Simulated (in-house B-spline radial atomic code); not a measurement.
Run report: Au⁻, RPA and GW calculation

- system: Au⁻, configuration [Xe] 4f14 5d10 6s2.
- method: RPA, second-order and SOSEX correlation energies and G0W0 (contour deformation) on a scalar-relativistic (spin-free one-electron X2C) mean field, all electrons, B-spline basis (in-house B-spline radial atomic code)

**Input**
```
Z = 79
electrons = 80.0
configuration = [Xe] 4f14 5d10 6s2
hamiltonian = x2c
method = pbeh
lmax = 9
exact_exchange_fraction = 0.7
rms_radius = 5.4371
spin_polarised = False
box_radius = 60.0
intervals = 73
ion_configuration = [Xe] 4f14 5d10 6s1
```

Launched within a batch (the task file carries these settings):
```bash
python <driver script> task.json out
```

The program writes its results to a structured record and prints no log; tables and figures of this report are taken from that record.

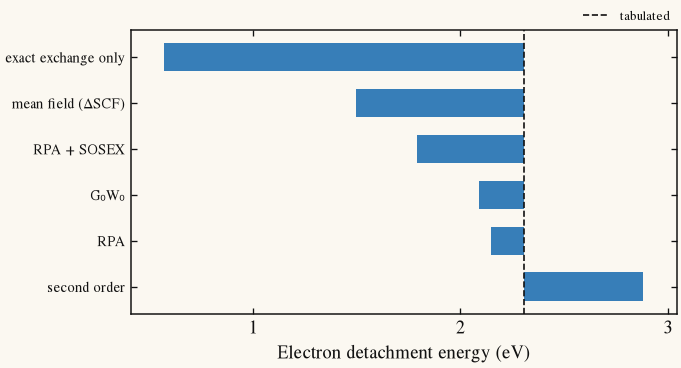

The electron detachment energy of Au⁻ ([Xe] 4f¹⁴ 5d¹⁰ 6s² → [Xe] 4f¹⁴ 5d¹⁰ 6s) across levels of theory. All-electron spherical atom, scalar X2C, PBE with 70 % exact exchange start, no spin-orbit coupling, Breit or QED terms; computed with a B-spline radial code. Differences of total energies, each species on its own start, beside the G₀W₀ level. The values run from 0.57 eV (exact exchange only) to 2.88 eV (second order). The tabulated value is 2.31 eV; nearest to it come RPA (−0.16) and G₀W₀ (−0.22), furthest exact exchange only (−1.74 eV).

```tsv
Method	Electron detachment energy (eV)
mean field (ΔSCF)	1.50
exact exchange only	0.57
second order	2.88
RPA	2.15
RPA + SOSEX	1.79
G₀W₀	2.09
```

**Key numbers**

```
                                                                   quantity                      value
                                                                    outcome                  converged
                                                    mean-field total energy       −19014.13733 hartree
                                     total energy with exact exchange alone       −19009.00531 hartree
                                                      exact exchange energy         −364.29786 hartree
RPA correlation, extrapolated in the angular momentum of the empty orbitals           −6.84018 hartree
                                                 RPA correlation, as summed           −6.65624 hartree
                                                   direct second-order term           −7.81862 hartree
                                                 second-order exchange term            1.94279 hartree
                                                                 SOSEX term            1.81991 hartree
                                                                   hardware  1 CPU thread, shared host
                                                                  wall time                       30 s
```

**Notes**

To bear in mind: anion configuration assumed; spin-orbit coupling, Breit and QED terms are absent.
